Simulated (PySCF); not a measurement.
# Sn⁺: excitation energy in x2c-QZVPPall

Wanted: the excitation energy of tin, up a ladder of methods.

The numbers are computed with PySCF 2.14.0 (unrestricted determinants in a Gaussian basis, no spin-orbit coupling in the energies), except any that are marked as measured or tabulated.

### 1 Starting point

- Element: tin (Z = 50)
- Basis: x2c-QZVPPall (13s9p7d4f1g, 112 functions)
- Hamiltonian: the spin-free X2C one-electron Hamiltonian (Gaussian nucleus)
- State 1: Sn⁺: [Kr] 4d10 5s1 5p2, high-spin 4P determinant (an excited configuration)
- Needed too, but not shown: Sn⁺ [Kr] 4d10 5s2 5p1 (2P)
- Methods: UHF, LDA, PBE, PBE0, r2SCAN, TPSS, wB97X-V, HSE06, MP2
- Core shells frozen in the correlated runs: valence: [Kr] 4d10; valence and next inner shell: [Ar] 3d10 (for Sn⁺)

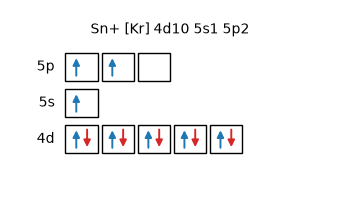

Occupation of the outer shells (arrows by Hund's rule).

One driver process ran all states and methods and kept the integrals in memory. Each run is shown as a PySCF script that sums up its settings (the driver passes frozen orbitals as a list and adds second-order terms of double hybrids); the logs are those of the runs themselves. The driver starts from symmetry-adapted Hartree-Fock orbitals, holds the occupation by maximum overlap and uses a logarithmic radial grid for functionals, so a plain start would take other cycles.

The integrals over 112 functions and the set-up took 2.9 s of CPU time.

### 2 Sn⁺ [Kr] 4d10 5s1 5p2: the ladder of methods

UHF:

Contents of input.py:

```python
from pyscf import gto, scf, dft, mp, cc
import basis_set_exchange as bse
mol = gto.M(atom="Sn 0 0 0", charge=1, spin=3, symmetry="D2h",
            basis=gto.basis.parse(bse.get_basis("x2c-QZVPPall", elements=["Sn"], fmt="nwchem")),
            nucmod="G")
mf = scf.UHF(mol).sfx2c1e()
mf.irrep_nelec = {'Ag': (9, 8), 'B1g': (2, 2), 'B2g': (2, 2), 'B3g': (2, 2), 'B1u': (4, 3), 'B2u': (4, 3), 'B3u': (3, 3)}
mf.kernel()
```

LDA:

input.py, as changed from the run before:

```diff
@@ -5,3 +5,3 @@
             nucmod="G")
-mf = scf.UHF(mol).sfx2c1e()
+mf = dft.UKS(mol, xc="LDA,VWN").sfx2c1e()
 mf.irrep_nelec = {'Ag': (9, 8), 'B1g': (2, 2), 'B2g': (2, 2), 'B3g': (2, 2), 'B1u': (4, 3), 'B2u': (4, 3), 'B3u': (3, 3)}
```

PBE:

input.py, as changed from the run before:

```diff
@@ -5,3 +5,3 @@
             nucmod="G")
-mf = dft.UKS(mol, xc="LDA,VWN").sfx2c1e()
+mf = dft.UKS(mol, xc="PBE").sfx2c1e()
 mf.irrep_nelec = {'Ag': (9, 8), 'B1g': (2, 2), 'B2g': (2, 2), 'B3g': (2, 2), 'B1u': (4, 3), 'B2u': (4, 3), 'B3u': (3, 3)}
```

PBE0:

input.py, as changed from the run before:

```diff
@@ -5,3 +5,3 @@
             nucmod="G")
-mf = dft.UKS(mol, xc="PBE").sfx2c1e()
+mf = dft.UKS(mol, xc="PBE0").sfx2c1e()
 mf.irrep_nelec = {'Ag': (9, 8), 'B1g': (2, 2), 'B2g': (2, 2), 'B3g': (2, 2), 'B1u': (4, 3), 'B2u': (4, 3), 'B3u': (3, 3)}
```

r2SCAN:

input.py, as changed from the run before:

```diff
@@ -5,3 +5,3 @@
             nucmod="G")
-mf = dft.UKS(mol, xc="PBE0").sfx2c1e()
+mf = dft.UKS(mol, xc="R2SCAN").sfx2c1e()
 mf.irrep_nelec = {'Ag': (9, 8), 'B1g': (2, 2), 'B2g': (2, 2), 'B3g': (2, 2), 'B1u': (4, 3), 'B2u': (4, 3), 'B3u': (3, 3)}
```

TPSS:

input.py, as changed from the run before:

```diff
@@ -5,3 +5,3 @@
             nucmod="G")
-mf = dft.UKS(mol, xc="R2SCAN").sfx2c1e()
+mf = dft.UKS(mol, xc="TPSS").sfx2c1e()
 mf.irrep_nelec = {'Ag': (9, 8), 'B1g': (2, 2), 'B2g': (2, 2), 'B3g': (2, 2), 'B1u': (4, 3), 'B2u': (4, 3), 'B3u': (3, 3)}
```

wB97X-V:

input.py, as changed from the run before:

```diff
@@ -5,3 +5,3 @@
             nucmod="G")
-mf = dft.UKS(mol, xc="TPSS").sfx2c1e()
+mf = dft.UKS(mol, xc="WB97X_V").sfx2c1e()
 mf.irrep_nelec = {'Ag': (9, 8), 'B1g': (2, 2), 'B2g': (2, 2), 'B3g': (2, 2), 'B1u': (4, 3), 'B2u': (4, 3), 'B3u': (3, 3)}
```

HSE06:

input.py, as changed from the run before:

```diff
@@ -5,3 +5,3 @@
             nucmod="G")
-mf = dft.UKS(mol, xc="WB97X_V").sfx2c1e()
+mf = dft.UKS(mol, xc="HSE06").sfx2c1e()
 mf.irrep_nelec = {'Ag': (9, 8), 'B1g': (2, 2), 'B2g': (2, 2), 'B3g': (2, 2), 'B1u': (4, 3), 'B2u': (4, 3), 'B3u': (3, 3)}
```

MP2 (valence):

input.py, as changed from the run before:

```diff
@@ -5,4 +5,5 @@
             nucmod="G")
-mf = dft.UKS(mol, xc="HSE06").sfx2c1e()
+mf = scf.UHF(mol).sfx2c1e()
 mf.irrep_nelec = {'Ag': (9, 8), 'B1g': (2, 2), 'B2g': (2, 2), 'B3g': (2, 2), 'B1u': (4, 3), 'B2u': (4, 3), 'B3u': (3, 3)}
 mf.kernel()
+mp.UMP2(mf, frozen=23).kernel()
```

### 3 Sn⁺ [Kr] 4d10 5s1 5p2, continued

MP2 (valence and next inner shell):

Changes to input.py since step 2:

```diff
@@ -8,2 +8,2 @@
 mf.kernel()
-mp.UMP2(mf, frozen=23).kernel()
+mp.UMP2(mf, frozen=14).kernel()
```

Before running it: what results should come out?

As calculated:

| quantity | value |
| --- | --- |
| excitation energy, Sn⁺ → [Kr] 4d10 5s1 5p2 | UHF 4.211, MP2 (valence and next inner shell) 5.855 eV; reference 5.753 |

Each level's miss (mean over 1 difference):

```tsv
method	mean absolute miss against the measured value (with the measured fine structure taken into account where it is known) (eV)
UHF	1.542
LDA	0.660
PBE	0.408
PBE0	0.031
r2SCAN	0.163
TPSS	0.185
wB97X-V	0.193
HSE06	0.094
MP2 (valence)	0.818
SCS-MP2 (valence)	0.548
MP2 (valence and next inner shell)	0.102
SCS-MP2 (valence and next inner shell)	0.222
```

What this shows: PBE0 lands nearest to the measured value (off by 0.03 eV); UHF misses by most (1.54 eV). PBE is off by +0.41 eV. All values hold for this basis alone; no basis-set limit was taken.
